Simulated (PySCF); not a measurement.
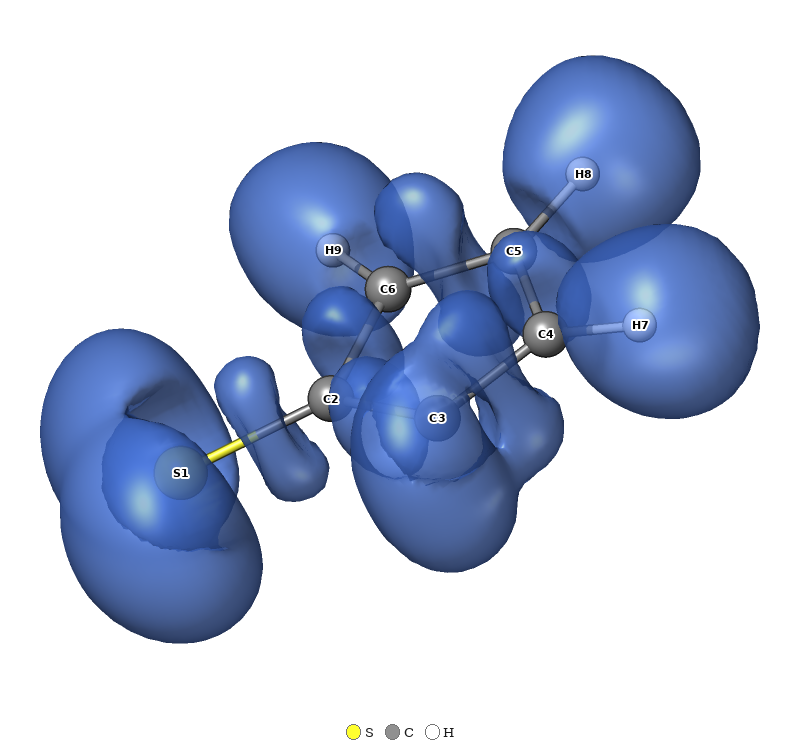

*C₅H₃S (SMILES S=C1[C]=CC=C1) (doublet). Isosurface of the electron localisation function at 0.75 (blue), seen at an oblique angle. Only the valence region is drawn (cores and ρ < 0.01 e/Å³ removed).*

Geometry: GFN2-xTB.

These are results of UKS B3LYP, pcH-1 on C H S, non-relativistic, mean-field spin-orbit, GIAO (PySCF), not measurements.

```yaml
atoms:
  - { symbol: S, position_ang: [2.8253, -0.5162, -0.0450] }
  - { symbol: C, position_ang: [1.2031, -0.4022, -0.0299] }
  - { symbol: C, position_ang: [0.1707, -1.4094, -0.0743] }
  - { symbol: C, position_ang: [-1.0472, -0.8720, -0.0411] }
  - { symbol: C, position_ang: [-0.8631, 0.5924, 0.0316] }
  - { symbol: C, position_ang: [0.4557, 0.8623, 0.0383] }
  - { symbol: H, position_ang: [-2.0007, -1.3613, -0.0609] }
  - { symbol: H, position_ang: [-1.6751, 1.2961, 0.0730] }
  - { symbol: H, position_ang: [0.9449, 1.8164, 0.0832] }
```

### What do the ELF domains correspond to?

The surface consists of three regions between bonded C–C atoms (shared pairs), one region between bonded C–S atoms (shared pairs), three regions around hydrogen nuclei, one region on C in which the atom's valence shell and bonds are merged and one ring or bowl of non-bonding electrons around S. Profiles from the grid: C–C (1.33 Å): the ELF peaks at about 0.90 between the atoms: a multiple bond. C–S (1.63 Å): the ELF peaks at about 0.90 between the atoms; localised, covalent bonding.
